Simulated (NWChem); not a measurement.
**[BH2F2]− (SMILES F[BH2-]F): MP4(SDQ)/cc-pV(D+d)Z**

What is the energy change on altering one bond length of [BH2F2]− at MP4(SDQ)/cc-pV(D+d)Z? 

Program for the calculation: NWChem 7.3.0.

3 further runs of the same task are left out: 3 set aside as unsound or not needed.

## (1) The molecule

[BH2F2]− has 5 atoms, charge -1, and is taken as a singlet. As SMILES, `F[BH2-]F`. Geometry: relaxed at GFN2-xTB.

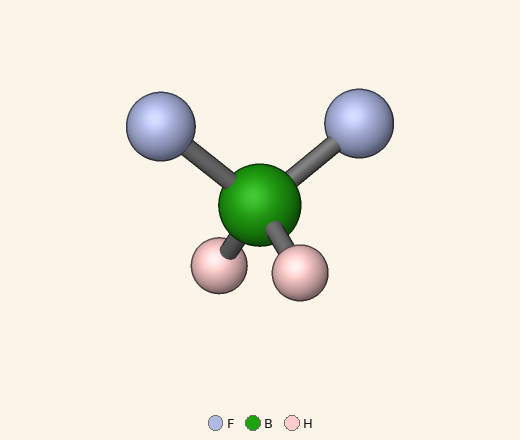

Viewed from a chosen angle; fluorine light blue, boron green, hydrogen pink.

## (2) A single-point energy at MP4(SDQ)/cc-pV(D+d)Z

Input file work.nw:

```
start work
title "BF2H2 energy"
memory stack 880 mb heap 220 mb global 1100 mb
charge -1

geometry noautosym nocenter noautoz
  F     -1.176970     0.624500     0.383180
  B      0.033530     0.014270    -0.056090
  F      0.407580    -0.947330     0.926670
  H     -0.171950    -0.560090    -1.118950
  H      0.907810     0.868650    -0.134810
end

basis spherical bse
  * library "cc-pV(D+d)Z"
end

scf
  thresh 1e-06
  maxiter 60
  noprint "final vectors analysis"
end

tce
  scf
  mbpt4(sdq)
  freeze core 3
  maxiter 100
end

task tce energy
```

The run is started by

```
$ nwchem work.nw > work.out
```

Output, cut to the lines that bear on the results:

```text
[...]
  functions       =    52
[...]
  wavefunction    = RHF
[...]
         Total SCF energy =   -224.837286026869
      One-electron energy =   -450.806379255816
      Two-electron energy =    160.495741396556
 Nuclear repulsion energy =     65.473351832392
        Time for solution =      1.9s
[...]
         Wavefunction type : Restricted Hartree-Fock
          No. of electrons :    26
[...]
         Spin multiplicity : singlet
[...]
 Warning: unknown model (tce_tile.F)
[...]
```

Run time: 4.2 s. Hardware: 1 thread of AMD EPYC 9R45 (Zen 5), shared host; peak memory 0.28 GiB.

## (3) The distorted shape

Input file a.nw:

```
start a
memory total 2200 mb
charge -1

geometry units angstrom noautosym nocenter
  zmatrix
    F
    B 1 r2
    F 2 r3 1 a3
    H 2 r4 1 a4 3 d4
    H 2 r5 4 a5 1 d5
  variables
    r2 1.425008
    r3 1.781153
    a3 107.42002
    r4 1.225472
    a4 109.00341
    d4 117.98986
    r5 1.22496
    a5 113.00632
    d5 -121.49617
  end
end

basis spherical bse
  * library "cc-pV(D+d)Z"
end

scf
  nopen 0
  rhf
  thresh 1e-06
  maxiter 60
  print low
end

tce
  scf
  mbpt4(sdq)
  freeze core 3
  maxiter 100
end

task tce
```

The run is started by

```
$ nwchem a.nw > a.out
```

Output, cut to the lines that bear on the results:

```text
[...]
  functions       =    52
[...]
  wavefunction    = RHF
[...]
         Total SCF energy =   -224.807727999182
      One-electron energy =   -438.981054484382
      Two-electron energy =    154.720291950352
 Nuclear repulsion energy =     59.453034534849
        Time for solution =      1.9s
[...]
         Wavefunction type : Restricted Hartree-Fock
          No. of electrons :    26
[...]
         Spin multiplicity : singlet
[...]
 Warning: unknown model (tce_tile.F)
[...]
```

Run time: 4.2 s. Hardware: 1 thread of AMD EPYC 9R45 (Zen 5), shared host; peak memory 0.28 GiB.

## (4) Results

Level: MP4(SDQ)/cc-pV(D+d)Z, 3 core orbitals frozen.

| quantity | value |
| --- | --- |
| first shape: total energy | -225.34027 Eh |
| first shape: correlation energy (3 core orbitals frozen) | -503.0 mEh |
| distorted shape: total energy | -225.31350 Eh |
| distorted shape: correlation energy (3 core orbitals frozen) | -505.8 mEh |
| energy change with the B2–F3 bond stretched from 1.425 to 1.781 Å | 0.728 eV |

What this shows: With the B2–F3 bond stretched from 1.425 to 1.781 Å the energy rises by 0.73 eV (16.8 kcal/mol). The first shape isn't relaxed at this level, so the change isn't measured from a minimum. Mulliken charges (first shape) run from -0.44 on F1 to +0.63 on B2.
